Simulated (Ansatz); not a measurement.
ClHOSi···HCl

Input

```
crystal:
  periodic: [false, false, false]
  atoms:
    - { symbol: Si, position_ang: [-0.414904, -0.817696, 0.327601] }
    - { symbol: Cl, position_ang: [0.642376, 2.146415, -1.036399] }
    - { symbol: O, position_ang: [1.060532, -1.065752, -0.147887] }
    - { symbol: H, position_ang: [1.357993, 1.039907, -0.932736] }
    - { symbol: H, position_ang: [-1.670891, -0.947789, -0.481333] }
    - { symbol: Cl, position_ang: [-0.975206, -0.355184, 2.270754] }
basis:
  gaussian: { orbitals: cc-pVDZ }
hamiltonian:
  xc: revpbe
relax:
  f_tol: 0.03
  max_steps: 50
output:
  orbitals: {}
```

Run with:

```sh
ansatz run input.yaml --threads 2 --pin off --max-ram 3072MiB --backend cpu --events-out ev --progress --plain --runs-dir out
```

The fields are those of the run's last geometry, not of the input's.

Level of theory: Ansatz, RKS revPBE/cc-pVDZ.

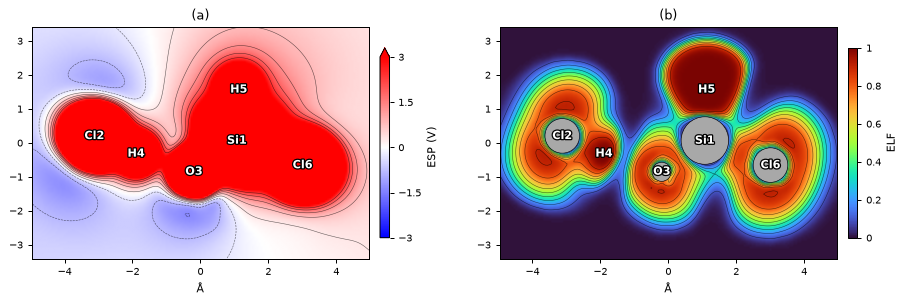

Figure 1. (a) electrostatic potential; (b) ELF on the molecular plane. Grey discs cover the atomic cores in the ELF map.

What does the map show?

Answer.
- The plane passes through Si, Cl, O and H nuclei.
- O3···H4 (1.78 Å): the ELF dips to about 0.15 between them.
- Si–O (1.57 Å): the ELF peaks at about 0.80 between the atoms (a polar covalent bond).
- Si–Cl (2.06 Å): the ELF peaks at about 0.85 between the atoms, as expected for a shared but strongly polarised pair.
- Cl–H (1.33 Å): the ELF climbs to about 1 towards the hydrogen, as it does in any bond to H.
- Si–H (1.50 Å): the ELF climbs to about 1 towards the hydrogen.
- The ELF also peaks beside O3, Cl6 and Cl2, away from the bonds: lone-pair regions.
- Outside the dense part of the complex the potential is most negative (−1.4 V) near O3.

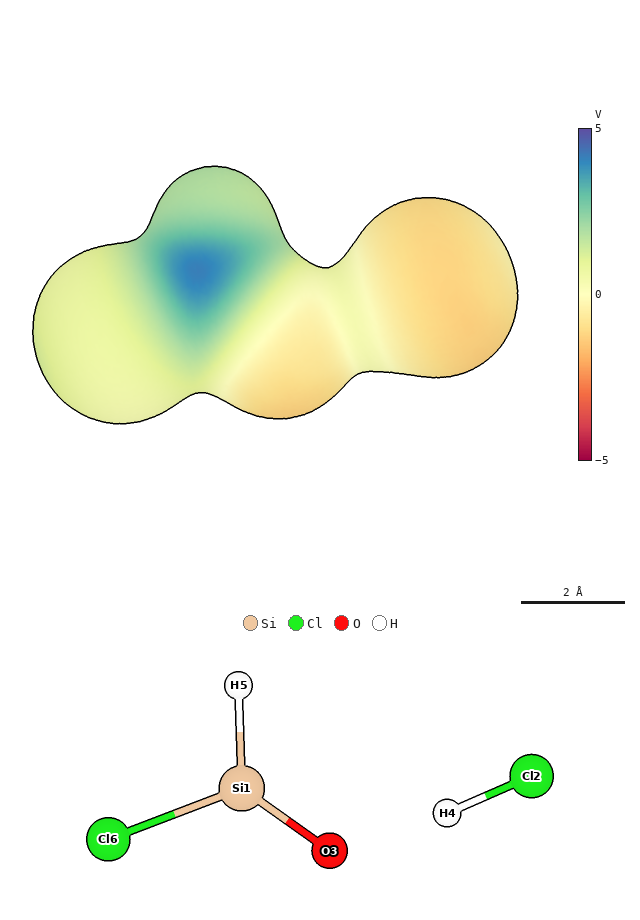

Figure 2. The molecular electrostatic potential painted on the density surface at 0.004 e/bohr³, seen across its widest extent; the colour scale runs from red (negative) to blue (positive). The bare structure is drawn below in the same view.

Which sites attract a positive test charge, and which a negative one?

Answer. A positive charge is drawn to the negative regions and a negative charge to the positive ones. The most negative region (about −1.3 V) lies over Cl2 and O3, the most positive (about +4.0 V) over Si1. Cl6 shows a σ-hole: about +1.3 V at the tip opposite its bond, against about +0.6 V on its flanks.

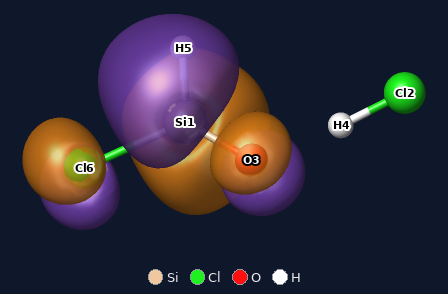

Figure 3. The LUMO at ±0.08 Å⁻³ᐟ² (orange and purple are the two phases), seen at a tilt.

Describe this orbital and give its energy.

Answer. By Hirshfeld shares it lies mainly on Si1 (about 65 %), O3 (about 20 %) and Cl6 (about 10 %); it changes sign across the molecular plane (π type); π-antibonding (a node) across Si1–O3. Its energy is −3.41 eV.

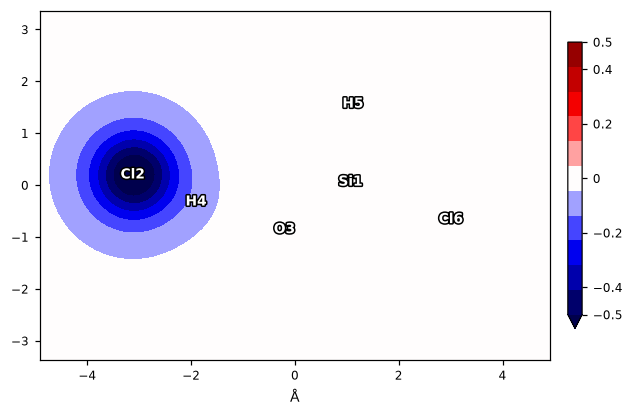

Figure 4. The HOMO on a plane 0.8 Å above the molecular plane (values in Å⁻³ᐟ²; the overall sign is arbitrary).

What is the character of this orbital?

Answer. It lies mainly on Cl2 (about 95 %); it changes sign across the molecular plane (π type). Its energy is −6.67 eV.
